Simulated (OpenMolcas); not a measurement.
# doublet CH3In−: levels of theory compared

Wanted: a comparison of 5 runs (U-revPBE/def2-SVPD, UBLYP/def2-SVPD, UPBE/def2-SVPD, ROMP2/def2-SVPD, ROCCSD(T)/def2-SVPD) of doublet CH3In−. 

Program for the calculation: OpenMolcas 26.06.

5 further runs of the same task are left out: 5 that didn't finish.

## Step 1: The molecule

CH3In− has 5 atoms, charge -1, and is taken as a doublet. As SMILES of the parent species, `C[In]`. The shape is that of a PBE0-D4/def2-TZVP optimisation. That shape belongs to the parent species and isn't relaxed for this state.

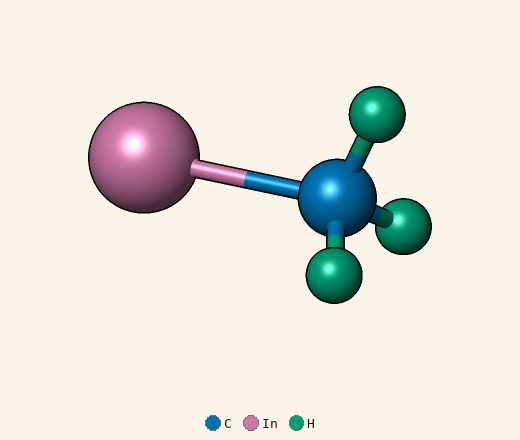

Viewed from a chosen angle; carbon blue, indium pink, hydrogen teal.

## Step 2: A single-point energy at U-revPBE/def2-SVPD (core potential) (run 1)

mol.inp reads:

```
&gateway
  baslib
  $CurrDir
  basisset
  C.def2-SVPD....
  C1 -0.182770 0.073150 -0.070580 angstrom
  End of Basis
  basisset
  In.def2-SVPD....
  In2 1.772750 -0.709460 0.684610 angstrom
  End of Basis
  basisset
  H.def2-SVPD....
  H3 -0.972960 -0.040920 0.680150 angstrom
  H4 -0.502560 -0.460530 -0.972760 angstrom
  H5 -0.114460 1.137770 -0.321410 angstrom
  End of Basis

&seward
  gridinput
  Grid=UltraFine
  End of Grid

&scf
  uhf
  charge
  -1
  spin
  2
  ksdft
  revPBE
  thresholds
  1e-10 1e-07 1e-07 1e-05
  prorbitals
  1 2
```

The basis set def2-SVPD is read from a file made from the Basis Set Exchange's data (not shown).

Launch:

```bash
$ export MOLCAS_MEM=1860
$ pymolcas mol.inp > mol.log
```

The program printed:

```text
--- Start Module: gateway ---
[...]
--- Stop Module: gateway /rc=_RC_ALL_IS_WELL_ ---
--- Start Module: seward ---
[...]
      Basis functions           76
--- Stop Module: seward /rc=_RC_ALL_IS_WELL_ ---
[...]
--- Start Module: scf ---
[...]
       Convergence after  66 Iterations
[...]
::    Total KS-DFT energy                            -230.0387756754
[...]
      Total spin, S                                     0.5021032402
[...]
      Total electronic charge=   31.000000
      Total            charge=   -1.000000
[...]
      Dipole Moment (debye):
      Origin of the operator (angstrom)=    1.5386   -0.6157    0.5942
                   X= -6.8551E-01               Y=  3.9055E-01               Z= -2.9424E-01           Total=  8.4204E-01
      Center of Charge (angstrom)
[...]
 ###    WARNING: RunFile label nSym                                          ###
 ###    was used       69 times                                              ###
 ###############################################################################
--- Stop Module: scf /rc=_RC_ALL_IS_WELL_ ---
[...]
```

Run time: 2 min. Hardware: 1 thread of AMD EPYC 7R43 (Zen 3), shared host; peak memory 0.43 GiB.

## Step 3: A single-point energy at UBLYP/def2-SVPD (core potential) (run 2)

test.inp reads:

```
&GATEWAY
  BasLib
  $CurrDir
  Coord
  5
  angstrom
  C       -0.182770       0.073150      -0.070580
  In       1.772750      -0.709460       0.684610
  H       -0.972960      -0.040920       0.680150
  H       -0.502560      -0.460530      -0.972760
  H       -0.114460       1.137770      -0.321410
  Basis
  def2-SVPD
  Group
  NoSym

&SEWARD
  GridInput
  Grid=UltraFine
  End of Grid

&SCF
  UHF
  Charge
  -1
  Spin
  2
  KSDFT
  BLYP
  Thresholds
  1e-10 1e-07 1e-07 1e-05
  PrOrbitals
  0
```

The basis set def2-SVPD is read from a file made from the Basis Set Exchange's data (not shown).

Launch:

```bash
$ export MOLCAS_MEM=1860
$ pymolcas test.inp > test.log
```

The program printed:

```text
--- Start Module: gateway ---
[...]
--- Stop Module: gateway /rc=_RC_ALL_IS_WELL_ ---
--- Start Module: seward ---
[...]
      Basis functions           76
--- Stop Module: seward /rc=_RC_ALL_IS_WELL_ ---
[...]
--- Start Module: scf ---
[...]
       Convergence after  70 Iterations
[...]
::    Total KS-DFT energy                            -229.9277522612
[...]
      Total spin, S                                     0.5010685340
[...]
      Total electronic charge=   31.000000
      Total            charge=   -1.000000
[...]
      Dipole Moment (debye):
      Origin of the operator (angstrom)=    1.5386   -0.6157    0.5942
                   X= -4.7242E-01               Y=  2.9491E-01               Z= -2.0988E-01           Total=  5.9515E-01
      Center of Charge (angstrom)
[...]
--- Stop Module: scf /rc=_RC_ALL_IS_WELL_ ---
[...]
```

It took 1.9 min on 1 thread of AMD EPYC 7R43 (Zen 3), shared host; peak memory 0.43 GiB.

Run 3 isn't shown in full; the table further down has it.

## Step 4: A single-point energy at ROMP2/def2-SVPD (core potential) (run 4)

job.inp reads:

```
* CH3In ROMP2

&GATEWAY
  BasLib = $CurrDir
  BasisSet
  C.def2-SVPD....
  C1 -0.182770 0.073150 -0.070580 angstrom
  End of Basis
  BasisSet
  In.def2-SVPD....
  In2 1.772750 -0.709460 0.684610 angstrom
  End of Basis
  BasisSet
  H.def2-SVPD....
  H3 -0.972960 -0.040920 0.680150 angstrom
  H4 -0.502560 -0.460530 -0.972760 angstrom
  H5 -0.114460 1.137770 -0.321410 angstrom
  End of Basis

&SEWARD

&SCF
  UHF
  Charge = -1
  Spin = 2
  Thresholds = 1e-10 1e-07 1e-07 1e-05
  PrOrbitals = 1 1

&RASSCF
  FileOrb = $Project.UnaOrb
  Spin = 2
  Nactel = 1 0 0
  Inactive = 15
  Ras2 = 1
  OutOrbitals = Canonical
  OrbListing = Nothing

&CASPT2
  IPEA = 0.0
  Frozen = 5
```

The basis set def2-SVPD is read from a file made from the Basis Set Exchange's data (not shown).

Launch:

```bash
$ export MOLCAS_MEM=1860
$ pymolcas job.inp > job.log
```

The program printed:

```text
--- Start Module: gateway ---
[...]
--- Stop Module: gateway /rc=_RC_ALL_IS_WELL_ ---
[...]
      Basis functions           76
[...]
       Convergence after 127 Iterations
[...]
::    Total SCF energy                               -228.7658608217
[...]
      Total spin, S                                     0.5132194548
[...]
--- Start Module: rasscf ---
[...]
      Number of active orbitals                  1
[...]
      Spin quantum number                      0.5
[...]
      Active orbitals                            1
[...]
      Number of CSFs                             1
[...]
      Number of root(s) required                 1
[...]
      Convergence after 16 iterations
[...]
      printout of CI-coefficients larger than  0.05 for root  1
      energy=    -228.762464
      conf/sym  1     Coeff  Weight
             1  u   1.00000 1.00000
      Natural orbitals and occupation numbers for root  1
      sym 1:   1.000000
      ************************************************************************************************************************
      *                                                    Final results                                                     *
[...]
::    RASSCF root number  1 Total energy:   -228.76246397
[...]
      Total electronic charge=   31.000000
      Total            charge=   -1.000000
[...]
      Dipole Moment (debye):
      Origin of the operator (angstrom)=    1.5386   -0.6157    0.5942
                   X= -1.1499E+00               Y=  5.8470E-01               Z= -4.7571E-01           Total=  1.3750E+00
      Center of Charge (angstrom)
[...]
--- Stop Module: rasscf /rc=_RC_ALL_IS_WELL_ ---
[...]
--- Start Module: caspt2 ---
[...]
      E2 (Variational):          -0.2463132284
      Total energy:            -229.0087771975
[...]
      Reference weight:           0.89184
[...]
::    CASPT2 Root  1     Total energy:   -229.00877720
[...]
```

Run time: 61 s. Hardware: 1 thread of AMD EPYC 7R43 (Zen 3), shared host; peak memory 0.43 GiB.

## Step 5: A single-point energy at ROCCSD(T)/def2-SVPD (core potential) (run 5)

job.input reads:

```
* CH3In CCSD(T)

&GATEWAY
 BasLib=$CurrDir
 Coord
 5
 bohr
 C     -0.34538524     0.13823347    -0.13337687
 In     3.35001199    -1.34068510     1.29372540
 H     -1.83862793    -0.07732759     1.28529722
 H     -0.94970076    -0.87027557    -1.83824998
 H     -0.21629805     2.15007369    -0.60737687
 Basis=def2-SVPD
 Group=NoSym

&SEWARD

&SCF
 UHF
 Charge=-1
 Spin=2
 Thresholds=1e-10 1e-07 1e-07 1e-05
 PrOrbitals=1 2

&RASSCF
 FileOrb=$Project.UnaOrb
 Spin=2
 Nactel=1 0 0
 Inactive=15
 Ras2=1
 OutOrbitals=Canonical
 OrbListing=NoCore

&MOTRA
 JobIph
 Frozen=5

&CCSDT
 CCT
 Triples=3
 Iterations=80
 Accuracy=1e-08
 Extrapolation=5 4
```

The basis set def2-SVPD is read from a file made from the Basis Set Exchange's data (not shown).

Launch:

```bash
$ export MOLCAS_MEM=1860
$ pymolcas job.input > job.log
```

The program printed:

```text
--- Start Module: gateway ---
[...]
--- Stop Module: gateway /rc=_RC_ALL_IS_WELL_ ---
[...]
      Basis functions           76
[...]
       Convergence after 144 Iterations
[...]
::    Total SCF energy                               -228.7658608216
[...]
      Total spin, S                                     0.5132194856
[...]
      Number of active orbitals                  1
[...]
      Spin quantum number                      0.5
[...]
      Active orbitals                            1
[...]
      Number of CSFs                             1
[...]
      Number of root(s) required                 1
[...]
      Convergence after 16 iterations
[...]
      printout of CI-coefficients larger than  0.05 for root  1
      energy=    -228.762464
      conf/sym  1     Coeff  Weight
             1  u   1.00000 1.00000
      Natural orbitals and occupation numbers for root  1
      sym 1:   1.000000
      ************************************************************************************************************************
      *                                                    Final results                                                     *
[...]
::    RASSCF root number  1 Total energy:   -228.76246397
[...]
      Total electronic charge=   31.000000
      Total            charge=   -1.000000
[...]
      Dipole Moment (debye):
      Origin of the operator (angstrom)=    1.5386   -0.6157    0.5942
                   X= -1.1499E+00               Y=  5.8470E-01               Z= -4.7571E-01           Total=  1.3750E+00
      Center of Charge (angstrom)
[...]
--- Start Module: motra ---
[...]
--- Start Module: ccsdt ---
[...]
      Convergence after                    16  Iterations
      Total energy (diff) :    -229.03568615       0.00000001
[...]
 METHOD                       : CCSD+T(CCSD)+<T3(1)WT1>+<T3(1)UT2> = CCSD(T)
[...]
       CCSD     =      -229.0356861468667
[...]
```

Wall time 84 s (1 thread of AMD EPYC 7R43 (Zen 3), shared host); peak memory 0.43 GiB.

## Step 6: The series

```
run                                 level  integration grid  frozen core orbitals  energy (Eh)  HOMO energy (eV)  LUMO energy (eV)   ⟨S²⟩  wall time
  1   U-revPBE/def2-SVPD (core potential)         UltraFine                     –  -230.038776              2.45              2.70  0.754      2 min
  2      UBLYP/def2-SVPD (core potential)         UltraFine                     –  -229.927752              2.69              2.77  0.752    1.9 min
  3       UPBE/def2-SVPD (core potential)         UltraFine                     –  -229.940349              2.45              2.62  0.753       94 s
  4      ROMP2/def2-SVPD (core potential)                 –                     5  -229.008777                 –                 –      –       61 s
  5  ROCCSD(T)/def2-SVPD (core potential)                 –                     5  -229.045767                 –                 –      –       84 s
```

## Step 7: Outcome

| quantity | value |
| --- | --- |
| run 5: total energy | -229.04577 Eh |
| run 5: (T) correction | -10.08 mEh |

What this shows: Totals of different functionals can't be ranked against each other. In runs 1, 2, 3 the HOMO lies above zero, so the outermost electron may be held by the basis alone. All runs together took 7.9 min, the longest 2 min.
